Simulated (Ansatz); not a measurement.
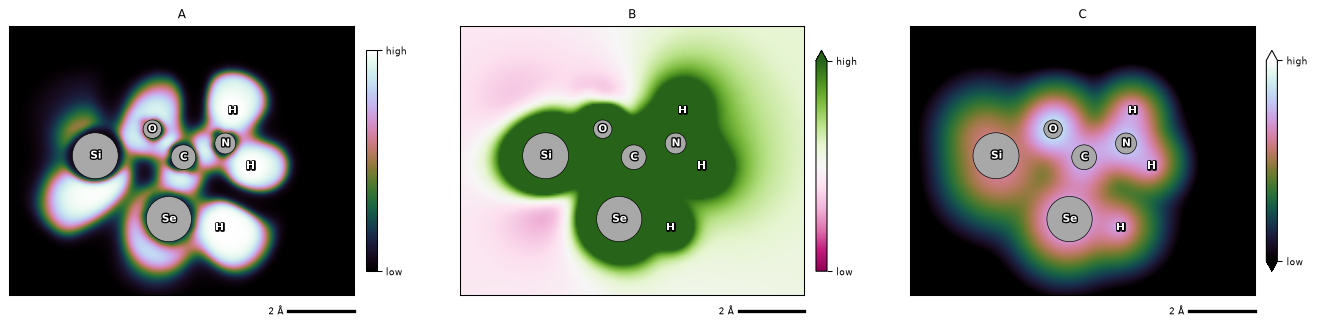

CH₅NOSeSi: 3 fields on the plane of atoms C2, N1 and H7, with unlabelled colour scales. Grey discs cover the atomic cores.

These are results of Ansatz, RKS revPBE-D4/def2-SVP, not measurements.

Q: Which field does each panel show? The fields are: electron density, electron localisation function and electrostatic potential.

A: Panel A: electron localisation function. Panel B: electrostatic potential (strongly positive close to the atoms, with negative regions outside electron-rich atoms). Panel C: electron density. From the grid: C–O (1.27 Å): the density is about 2.8 e/Å³ at the midpoint; the ELF peaks at about 0.90 between the atoms, as expected for a shared but strongly polarised pair. C–N (1.34 Å): ρ is about 2.4 e/Å³ halfway; the ELF peaks at about 0.90 between the atoms: a covalent bond.
